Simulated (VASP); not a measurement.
Band structure of Cr (space group Im-3m). Computed with PBEsol GGA, VASP's PBE PAW potentials (set 64) (plane waves; VASP).

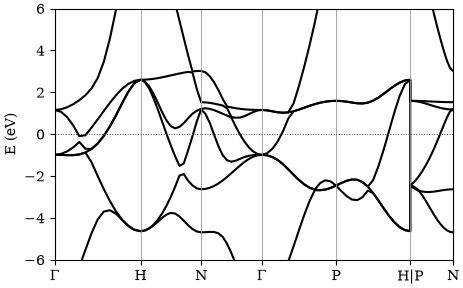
Figure: Bands along high-symmetry lines, zero at the valence-band maximum or, without a gap, the Fermi level

Read the plot: is there a gap, and where are the band edges?

It has no gap at this level: it comes out as a metal or semimetal. (Edges off the drawn lines would not show.)

The structure comes from a measured Cr entry (Im-3m) of the Crystallography Open Database, whose conditions weren't checked. It was relaxed first, which changed the volume by -8 %. The run is not spin-polarised, so no magnetic state was tried.
